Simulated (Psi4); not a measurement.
**SiH4S2 (SMILES S[SiH2]S) at BLYP/def2-SVPD**

Aim: the vertical ionisation energy of SiH4S2 at BLYP/def2-SVPD, from 2 runs. Input form: a Python script.

The calculation is run with Psi4 1.11.

2 further runs of the same task are left out: 2 set aside as unsound or not needed.

## Step 1: Starting point

SiH4S2 has 7 atoms, charge 0, and is taken as a singlet. As SMILES, `S[SiH2]S`. Geometry: relaxed at PBE0-D4/def2-TZVP. This is one conformer, not always the lowest.

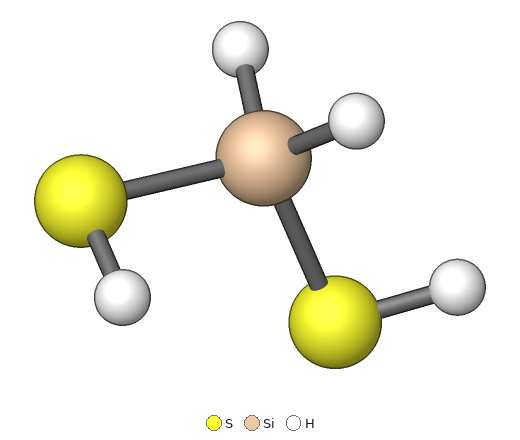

The structure, seen from a chosen angle (sulfur yellow, silicon light orange, hydrogen white).

## Step 2: A single-point energy at BLYP/def2-SVPD

run.py reads:

```python
import psi4

psi4.set_memory('1600 MB')
psi4.set_num_threads(1)
psi4.set_output_file('psi4.out', False)

mol = psi4.geometry("""
0 1
S     -1.440900    -0.940100    -0.544900
Si     0.000300     0.422900     0.249000
S      1.560800    -0.688700     1.171400
H     -1.898600    -0.065600    -1.458200
H      0.481300     1.287400    -0.857000
H     -0.535500     1.264600     1.345400
H      1.893800    -1.348500     0.048400
symmetry c1
""")

psi4.set_options({
    'basis': 'def2-SVPD',
    'reference': 'rks',
    'puream': True,
    'e_convergence': 1e-09,
    'd_convergence': 1e-08,
    'scf_type': 'pk',
    'dft_radial_points': 99,
    'dft_spherical_points': 590,
})

e = psi4.energy('blyp', molecule=mol)
print('E =', round(e, 9))
```

On the command line:

```sh
$ python run.py
```

psi4.out:

```text
[...]
  Running in c1 symmetry.
[...]
  Nuclear repulsion =  195.375236159389686
[...]
  Multiplicity = 1
[...]
  Nalpha       = 25
  Nbeta        = 25
[...]
    Number of basis functions: 110
[...]
   @RKS iter   1: -1087.84020398197708   -1.53244e-02   4.22276e-03 ADIIS/DIIS
[...]
   @RKS iter  12: -1087.97862567369339   -9.09495e-13   2.12768e-09 DIIS
[...]
    Orbital Energies [Eh]
    ---------------------
    Doubly Occupied:
       1A    -88.114381     2A    -88.112293     3A    -65.519155
       4A     -7.688600     5A     -7.686418     6A     -5.724099
       7A     -5.722068     8A     -5.720706     9A     -5.718530
      10A     -5.714996    11A     -5.712732    12A     -5.103976
      13A     -3.527980    14A     -3.526218    15A     -3.524366
      16A     -0.687893    17A     -0.663053    18A     -0.478492
      19A     -0.385791    20A     -0.380724    21A     -0.326106
      22A     -0.302661    23A     -0.301227    24A     -0.238897
      25A     -0.228426
[...]
  @RKS Final Energy: -1087.97862567369339
   => Energetics <=
    Nuclear Repulsion Energy =            195.3752361593896865
    One-Electron Energy =               -1891.9743245272579770
    Two-Electron Energy =                 682.3368395996633353
    DFT Exchange-Correlation Energy =     -73.7163769054885023
    Empirical Dispersion Energy =           0.0000000000000000
    VV10 Nonlocal Energy =                  0.0000000000000000
    Total Energy =                      -1087.9786256736933865
[...]
 Multipole Moments:
 ------------------------------------------------------------------------------------
     Multipole            Electronic (a.u.)      Nuclear  (a.u.)        Total (a.u.)
 ------------------------------------------------------------------------------------
 L = 1.  Multiply by 2.5417464519 to convert [e a0] to [Debye]
 Dipole X            :          0.1919768           -0.2028978           -0.0109210
 Dipole Y            :         -2.2832047            2.5913415            0.3081368
 Dipole Z            :          1.4545159           -1.8808440           -0.4263282
 Magnitude           :                                                    0.5261400
[...]
```

On the terminal:

```text
E = -1087.978625674
```

Run time: 20 s. Hardware: 1 thread of Intel Xeon Platinum 8488C (Sapphire Rapids), shared host; peak memory 0.54 GiB.

## Step 3: The doublet cation

job.py reads:

```python
import psi4

psi4.set_memory(1600000000)
psi4.set_num_threads(1)
psi4.core.set_output_file('psi4.out', False)

molecule = psi4.geometry("""
1 2
S     -1.440900    -0.940100    -0.544900
Si     0.000300     0.422900     0.249000
S      1.560800    -0.688700     1.171400
H     -1.898600    -0.065600    -1.458200
H      0.481300     1.287400    -0.857000
H     -0.535500     1.264600     1.345400
H      1.893800    -1.348500     0.048400
symmetry c1
""")

psi4.set_options({
    'basis': 'def2-SVPD',
    'reference': 'uks',
    'puream': True,
    'e_convergence': 1e-09,
    'd_convergence': 1e-08,
    'scf_type': 'pk',
    'dft_radial_points': 99,
    'dft_spherical_points': 590,
    'maxiter': 200,
})

result, w = psi4.energy("BLYP", molecule=molecule, return_wfn=True)
psi4.oeprop(w, "MULLIKEN_CHARGES", "DIPOLE", "LOWDIN_CHARGES")
print('E =', round(result, 9))
```

On the command line:

```sh
$ python job.py
```

psi4.out (excerpt; [...] marks lines left out):

```text
[...]
  Running in c1 symmetry.
[...]
  Nuclear repulsion =  195.375236159389686
[...]
  Multiplicity = 2
[...]
  Nalpha       = 25
  Nbeta        = 24
[...]
    Number of basis functions: 110
[...]
   @UKS iter   1: -1087.58703012164619    2.37849e-01   2.78012e-03 DIIS/ADIIS
[...]
   @UKS iter  16: -1087.64547938389796   -5.22959e-12   6.46165e-09 DIIS
[...]
   @S^2 Observed:                7.525391837E-01
[...]
  @UKS Final Energy: -1087.64547938389796
   => Energetics <=
    Nuclear Repulsion Energy =            195.3752361593896865
    One-Electron Energy =               -1880.6408061298561734
    Two-Electron Energy =                 671.0453285097862590
    DFT Exchange-Correlation Energy =     -73.4252379232177645
    Empirical Dispersion Energy =           0.0000000000000000
    VV10 Nonlocal Energy =                  0.0000000000000000
    Total Energy =                      -1087.6454793838979640
[...]
 Multipole Moments:
 ------------------------------------------------------------------------------------
     Multipole            Electronic (a.u.)      Nuclear  (a.u.)        Total (a.u.)
 ------------------------------------------------------------------------------------
 L = 1.  Multiply by 2.5417464519 to convert [e a0] to [Debye]
 Dipole X            :          0.1100645           -0.2028978           -0.0928334
 Dipole Y            :         -2.2343854            2.5913415            0.3569561
 Dipole Z            :          1.2896733           -1.8808440           -0.5911707
 Magnitude           :                                                    0.6967916
[...]
  Mulliken Charges: (a.u.)
   Center  Symbol    Alpha    Beta     Spin     Total
       1     S     8.32716  7.81469  0.51246 -0.14185
       2    SI     6.91672  6.98166 -0.06494  0.10162
       3     S     8.32807  7.86169  0.46639 -0.18976
       4     H     0.33732  0.36207 -0.02475  0.30060
       5     H     0.38571  0.30241  0.08330  0.31188
       6     H     0.37462  0.32398  0.05064  0.30140
       7     H     0.33040  0.35350 -0.02310  0.31610
   Total alpha = 25.00000, Total beta = 24.00000, Total charge =  1.00000
  Lowdin Charges: (a.u.)
[...]
```

Standard output:

```text
E = -1087.645479384
```

Wall time 66 s (1 thread of Intel Xeon Platinum 8488C (Sapphire Rapids), shared host); peak memory 0.54 GiB.

## Step 4: Summary of results

Level: BLYP/def2-SVPD.

| quantity | value |
| --- | --- |
| singlet SiH4S2: total energy | -1087.97863 Eh |
| singlet SiH4S2: dipole moment | 1.34 D |
| singlet SiH4S2: HOMO energy | -6.22 eV |
| singlet SiH4S2: LUMO energy | -0.97 eV |
| singlet SiH4S2: HOMO–LUMO gap | 5.24 eV |
| doublet cation: total energy | -1087.64548 Eh |
| doublet cation: HOMO energy (highest over α and β) | -12.26 eV |
| doublet cation: LUMO energy (lowest over α and β) | -11.93 eV |
| doublet cation: ⟨S²⟩ | 0.753 |
| vertical ionisation energy (to the doublet cation) | 9.065 eV |

Removing an electron at fixed nuclei costs 9.07 eV (209 kcal/mol). The negative HOMO energy of the first species, 6.22 eV, lies 2.85 eV below that difference. Mulliken charges (doublet cation) run from -0.19 on S3 to +0.32 on H7; in a basis this large or diffuse they mean little.
